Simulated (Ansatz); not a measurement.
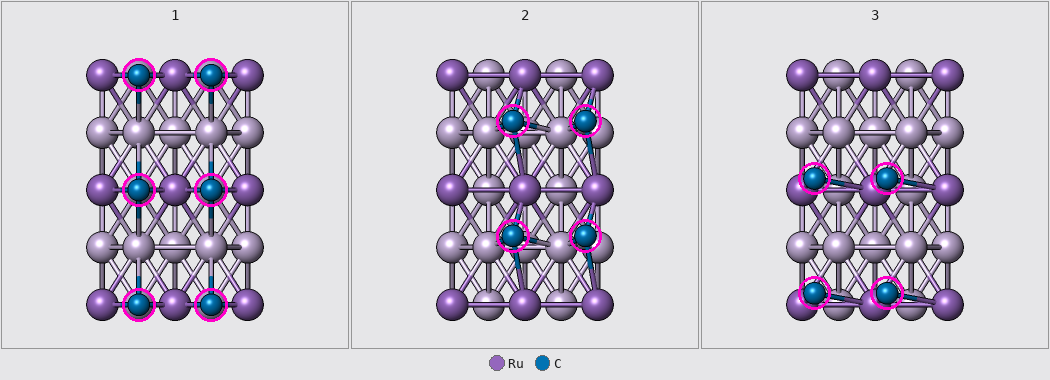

C on a Ru(100) slab cut from the P6_3/mmc phase, its upper half relaxed before the scan (6 atoms of substrate and one adsorbate in a 1 × 1 cell). C is moved over the surface cell; relaxed at each place: the height of the adsorbate's atoms; substrate rigid; the origin of the map has the adsorbate above Ru6. Places are given modulo a cell vector. The map is drawn in real space over the plane of the surface. Grid: 6 × 10 points; 24 points were computed and 36 follow by symmetry. Energies: eV, counted from the lowest grid point. With one adsorbate in each 1 × 1 cell, its nearest image is 2.7 Å away, so neighbouring adsorbates interact. Theory: DFT LDA, scalar-relativistic, plane waves, PAW (Ansatz 0.2.0). Settings: cutoff 420 eV, k-mesh 10×6×1, gaussian smearing 0.1 eV, no spin polarisation.

The numbered pictures are structures from this grid. Rings mark the moved atoms.

Question: Which is the most stable, and how do the others follow?

Answer: 2, at (5/6, 6/10) of the cell vectors [nearest 1 Ru at 1.82 Å]: 0.41 eV; 1, at a bridge site between two Ru atoms, over a third-layer Ru atom, (3/6, 0/10) of the cell vectors: 0.83 eV; 3, at (1/6, 1/10) of the cell vectors [nearest 1 Ru at 1.71 Å]: 1.54 eV.

The map, with the structures marked:

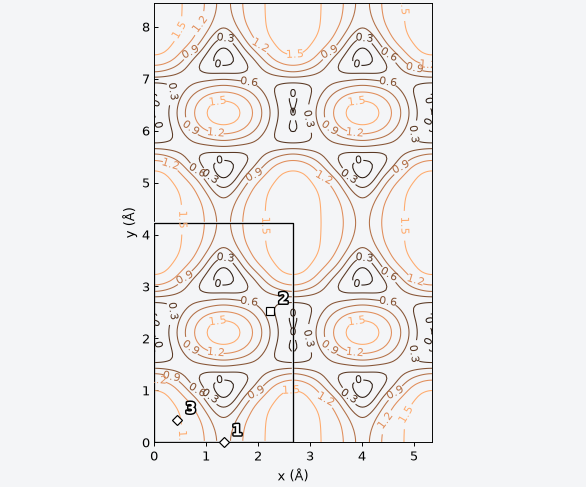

Drawn: contour lines labelled in eV, the outline of one cell of the 2 × 2 shown. Between grid points the surface is interpolated.

PAW datasets: the set soft_1.
